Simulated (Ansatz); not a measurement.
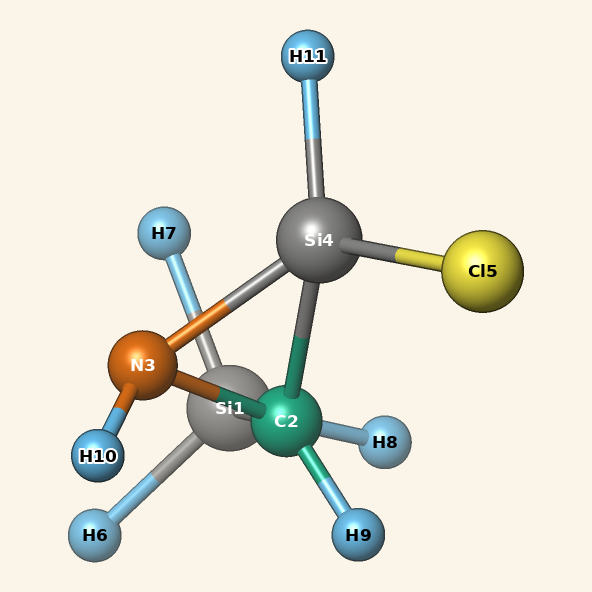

Si1 lies behind C2. The molecule seen a little off the C2–Si1 bond, C2 in front. Distant atoms are faded towards the background colour. The computed structure is the end point of a PBE0-D4/def2-TZVP optimisation. No frequency run is at hand to confirm it as a minimum.

Q: What is the torsion angle Si4–C2–Si1–H6? The sign is positive where the front bond must turn clockwise to cover the back bond.

A: −137°, anticlinal. The bonds about C2–Si1 are eclipsed.
